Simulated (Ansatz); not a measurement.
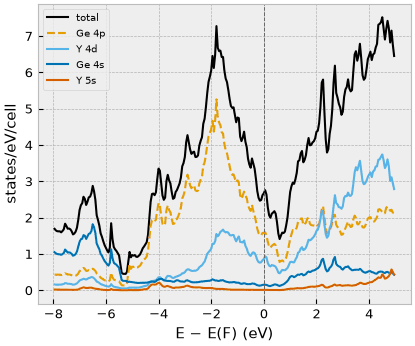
Fig. 1. Total and projected density of states of YGe$_{3}$ in space group Cmcm (No. 63; Y on 4c, Ge on 4c, Ge on 4c, Ge on 4c), DFT-PBEsol in the program Ansatz with PAW potentials

Problem. Which orbitals carry the states next to the Fermi level?

Solution. Within 0.5 eV of the Fermi level: Ge 4p 61 %, Y 4d 31 %, Ge 4s 6 %. Projections are on Löwdin-orthogonalised atomic valence shells; empty p or d shells of many metals are not among them.

Problem. Where is the tallest occupied peak in this window, and what makes it?

Solution. Near -1.8 eV, about 7.3 states/eV per cell; the largest projected share is Ge 4p.

The first step of the workflow began from a Materials Project structure, measured or hypothetical; the Crystallography Open Database copy checked does not list it. Its standing as an ambient phase is unchecked. Symmetry was held in the PBEsol relaxation; whether a distortion lowers the energy is not shown. The run is not spin-polarised. Spin–orbit coupling is left out wherever it is not named.

Potentials: the later of the program's two PAW sets.
